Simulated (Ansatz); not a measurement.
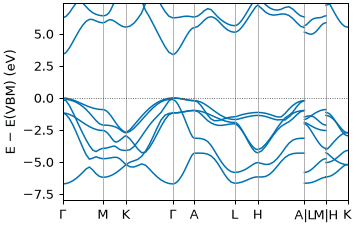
Band structure from r²SCAN (plane waves, PAW; program Ansatz)

Problem. Read off the gap and where the band edges lie.

Solution. About 3.4 eV (3.39 eV by a search for the band edges); maximum at Γ, minimum at Γ.

The material is AlGaN₂ in space group P3m1 (No. 156; Al on 1a, Ga on 1c, N on 1c, N on 1a).

The first step of the workflow began from a Materials Project structure, measured or hypothetical; the Crystallography Open Database copy checked does not list it. With Al and Ga taken as one species the cell has the higher symmetry P6_3mc, so it may be an ordered model of a mixed-site phase. Its standing as an ambient phase is unchecked. The cell was relaxed with r²SCAN under the symmetry of its start; its stability against distortions is not shown here. Spin–orbit coupling is left out wherever it is not named.

Potentials: the later of the program's two PAW sets.
